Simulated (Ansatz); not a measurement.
**CH4ClFO2Si: density, localisation and related maps**

```xyz
10

O     0.0038   -1.8855    0.2551
C     0.2491   -0.6997    0.9109
Cl    1.6306   -0.8746    2.1439
O     0.6191    0.3442    0.0526
Si   -0.4007    1.2016   -0.9797
F    -1.5839    1.9052   -0.0936
H     0.8177   -2.1338   -0.2343
H    -0.6494   -0.4573    1.5097
H     0.4626    2.2441   -1.5928
H    -1.0660    0.3045   -1.9689
```

These are results of RKS BLYP/def2-SVP (Ansatz 0.2.0), not measurements.

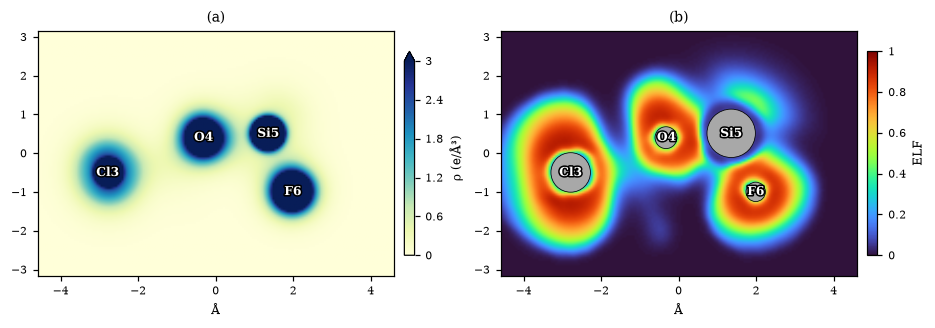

Figure 1. (a) total electron density; (b) electron localisation function on the plane of atoms O4, Si5 and F6. Grey discs cover the atomic cores in the ELF map.

> Interpret the plot.

The plane passes through Cl, O, Si and F nuclei.
Si–F (1.64 Å): the density is about 0.98 e/Å³ at the midpoint; the ELF peaks at about 0.85 in the valence shell of F, 0.6 Å from its nucleus, and is about 0.45 at the midpoint.
Si–O (1.69 Å): ρ is about 1 e/Å³ halfway; the ELF peaks at about 0.85 between the atoms, as expected for a polar covalent bond.
The ELF also peaks beside F6, Cl3 and O4, away from the bonds: lone-pair regions.

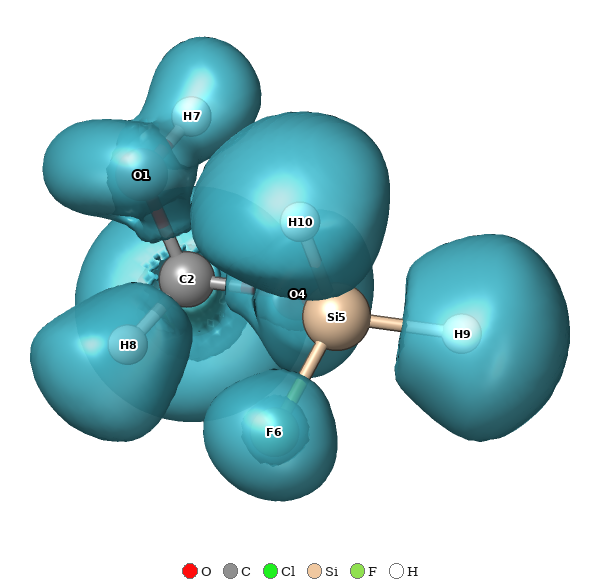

Figure 2. Isosurface of the ELF at 0.75 (cyan), seen at an oblique angle. Only the valence region is drawn (cores and ρ < 0.01 e/Å³ removed).

> What do the ELF domains correspond to?

At this value the surface marks out three regions around hydrogen nuclei, one region on Cl in which the atom's valence shell and bonds are merged, one region on O in which the atom's valence shell and bonds are merged, one region wrapped around F (its lone pairs, merged into a ring or cap) and one joined region spread over several atoms (H, O), in which their bonds and any lone pairs are merged. Along the contacts the grid gives the following. C–O (1.38 Å): the ELF peaks at about 0.90 between the atoms; a polar covalent bond.

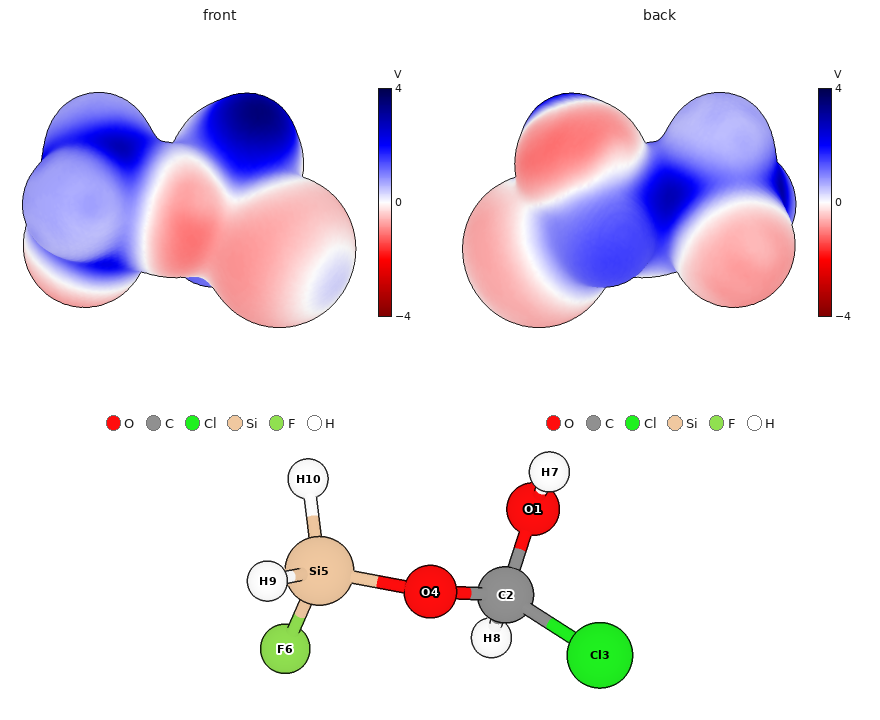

Figure 3. The electrostatic potential painted on the density surface at 0.004 e/bohr³, seen from the front and from behind; red is negative and blue positive. The bare structure is drawn below in the same view.

> Where is the surface potential most negative and most positive?

The most negative region (about −1.1 V, or −25 kcal/mol for a unit charge) lies over O1 and O4, the most positive (about +3.3 V, or +76 kcal/mol for a unit charge) over H7. Cl3 shows a σ-hole: about +0.3 V, or +7 kcal/mol for a unit charge at the tip opposite its bond, against about −0.6 V, or −14 kcal/mol for a unit charge on its flanks.
